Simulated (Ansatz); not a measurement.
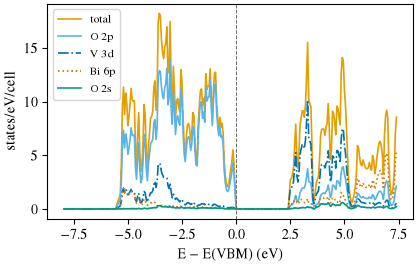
Figure: Total and projected density of states of VBiO4 in space group I4_1/a (No. 88; V on 4a, Bi on 4b, O on 16f), r²SCAN in the plane-wave PAW code Ansatz

Task: Which orbitals carry the states next to the gap?

Result: Top 1 eV of the valence band: O 2p 86 %, Bi 6s 8 %. Bottom 1 eV of the conduction band: V 3d 66 %, O 2p 21 %, Bi 6p 9 %. Projections are on Löwdin-orthogonalised atomic valence shells; empty p or d shells of many metals are not among them.

Task: Where is the tallest occupied peak in this window, and what makes it?

Result: Near -3.6 eV, about 18 states/eV per cell; the largest projected share is O 2p.

Symmetry was held in the r²SCAN relaxation. No spin polarisation was allowed. No Hubbard U is applied. Spin–orbit coupling is left out wherever it is not named.

Potentials: the later of the program's two PAW sets.
